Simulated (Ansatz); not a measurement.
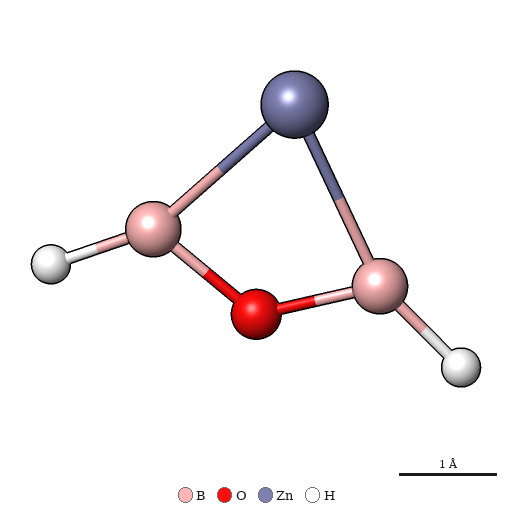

Starting geometry of the run.

Input file:

```yaml
crystal:
  periodic: [false, false, false]
  atoms:
    - {symbol: B, position_ang: [-0.627193, 0.542081, -0.897440]}
    - {symbol: O, position_ang: [0.285908, 0.514741, 0.146410]}
    - {symbol: B, position_ang: [0.606465, -0.629057, 0.862721]}
    - {symbol: Zn, position_ang: [-0.811102, -1.552412, -0.460116]}
    - {symbol: H, position_ang: [-0.822298, 1.590105, -1.441754]}
    - {symbol: H, position_ang: [1.410420, -0.529459, 1.743878]}
basis:
  gaussian: {orbitals: "6-31G*", fitting: {mean_field: cc-pVTZ-jkfit}, point_charges: [{charge: 0.50, position_ang: [5.192, 0.008, 0.259]}]}
hamiltonian: {xc: {name: LC-wPBE}}
scf: {lower_state_search: off}
output: {forces: true}
```

It was started with:

```sh
ansatz run in.yaml --threads 2 --pin off --events-out ev --progress --plain --max-ram 4352MiB
```

Result:

```
Functional definition: LC-wPBE
  name "LC-wPBE"
  cite "Vydrov & Scuseria, J. Chem. Phys. 125, 234109 (2006) doi:10.1063/1.2409292"
  cite "Heyd & Scuseria, J. Chem. Phys. 120, 7274 (2004) doi:10.1063/1.1668634"
  cite "Ernzerhof & Perdew, J. Chem. Phys. 109, 3313 (1998) doi:10.1063/1.476928"
  cite "Perdew, Burke & Ernzerhof, Phys. Rev. Lett. 77, 3865 (1996) doi:10.1103/PhysRevLett.77.3865"
  parent pbe
  parameter omega = 0.4/bohr
  exchange = pbe_x_sr(omega) + exact_x_lr(omega)
  correlation = pbe_c
these checks for a lower state are left out or cut short: stability, starts, cluster_reference, orbital_swaps, neighbouring_geometries, increment
Error: <dir> the basis set cc-pVTZ-JKFIT has no functions for Zn
```

The input was rejected before any iteration.
